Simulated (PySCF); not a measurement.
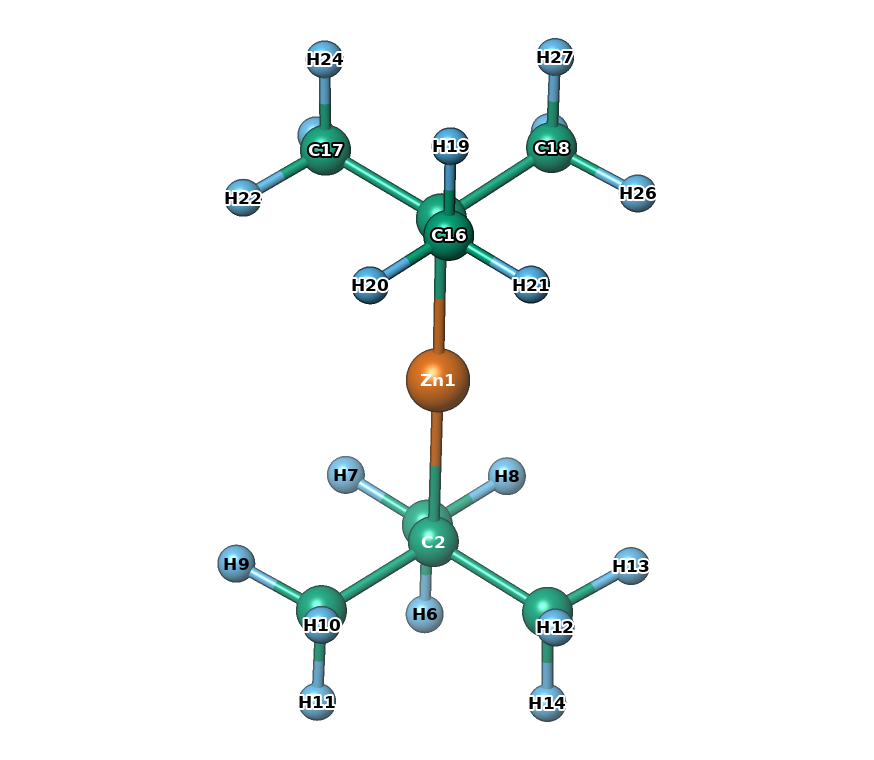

C15 lies behind C16. The molecule seen nearly along the C16–C15 bond, C16 in front. Depth is shown by fading: the farther an atom, the more it takes the colour of the background. The computed structure is the end point of a PBE0-D3(BJ)/def2-SVP optimisation. No frequency run is at hand to confirm it as a minimum.

Q: What is the torsion angle H19–C16–C15–Zn1? The sign is positive where the front bond must turn clockwise to cover the back bond.

A: 180°, antiperiplanar (anti). The bonds about C16–C15 are staggered.
